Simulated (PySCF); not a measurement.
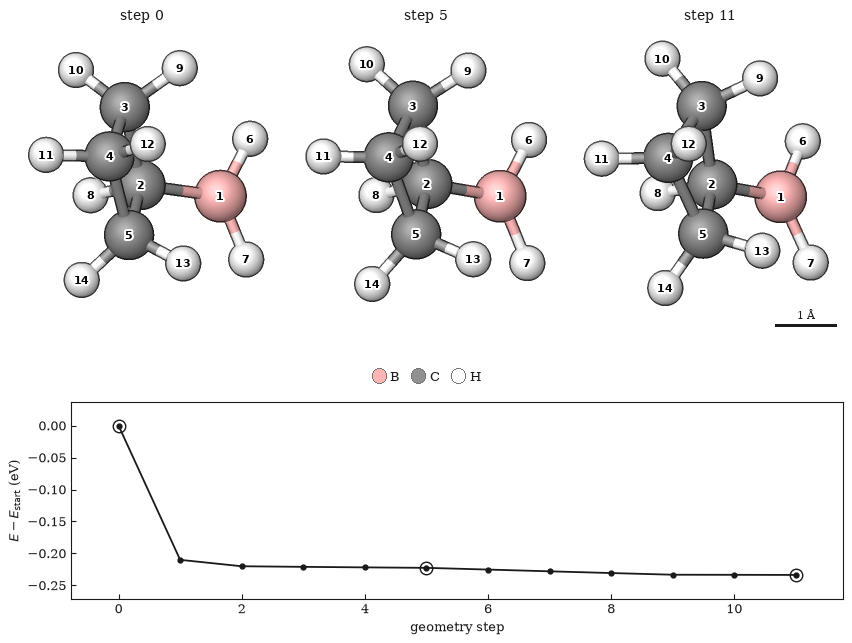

Frames of a relaxation of C$_{4}$H$_{9}$B, marked on the history of the run. Style: ball-and-stick. Shown from a free direction.

The start comes from GFN2-xTB. Its atoms were then displaced at random by about 0.01 Å.

Method: PySCF 2.14.0, density-fitted response routines, PBE0-D3(BJ)/def2-SVP geometry optimisation, gas phase. 

> Describe the path.

H12 moves most after the best rigid fit: 0.47 Å. Largest moves by element: H 0.47 Å, B 0.17 Å, C 0.17 Å. Near-neighbour distances that change, for instance: B1–H7 1.145 → 1.212 Å, C3–C4 1.489 → 1.541 Å, B1–C2 1.596 → 1.549 Å, B1–H6 1.167 → 1.213 Å. Bond angles that change, for instance: B1–C2–C5 119.8° → 124.4°, H6–B1–H7 122.3° → 118.5°, B1–C2–H8 105.2° → 101.4°. After 11 geometry steps the energy has fallen by 0.234 eV. Cost: 51 s on 1 thread of Arm Neoverse V1, with other jobs on the host. From step 0 to 5: H12 moves most (0.22 Å), energy −0.223 eV. From step 5 to 11: H12 moves most (0.25 Å), energy −0.011 eV.
